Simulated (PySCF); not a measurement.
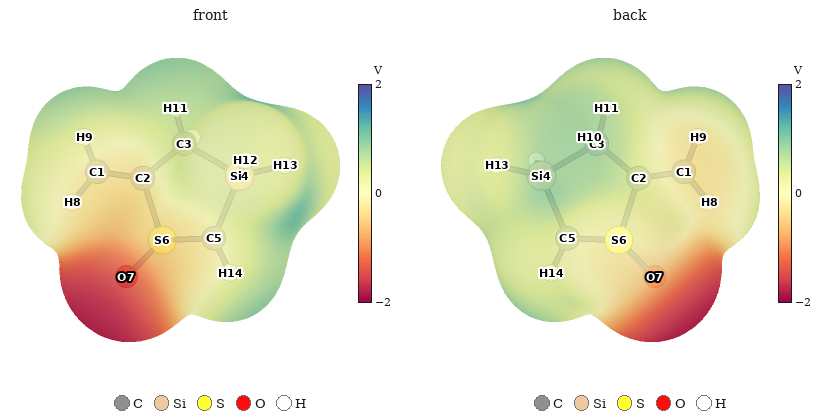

Figure. C4H7OSSi (doublet). The electrostatic potential painted on the density surface at 0.001 e/bohr³, seen from the front and from behind; red is negative and blue positive.

Geometry: GFN2-xTB.

All numbers below come from UKS B3LYP, pcH-1 on C H O S Si, non-relativistic, mean-field spin-orbit, GIAO (PySCF).

```tsv
atom	x (Å)	y (Å)	z (Å)
C	2.0489	0.1568	0.6326
C	0.9476	0.0719	-0.0815
C	0.2003	-1.0947	-0.5947
Si	-1.6379	-0.8004	-0.1234
C	-1.4536	1.0231	0.1063
S	0.0590	1.6195	-0.5201
O	0.5722	2.7325	0.2808
H	2.4260	1.1191	0.9383
H	2.6063	-0.7113	0.9452
H	0.2971	-1.1306	-1.6809
H	0.6142	-2.0202	-0.1989
H	-1.9589	-1.4773	1.1367
H	-2.5182	-1.2490	-1.2083
H	-2.2037	1.7600	0.3309
```

Q: Where is the surface potential most negative and most positive?

A: The most negative region (about −1.8 V) lies over O7, the most positive (about +1.1 V) over Si4. O7 is the likeliest acceptor of a hydrogen bond.
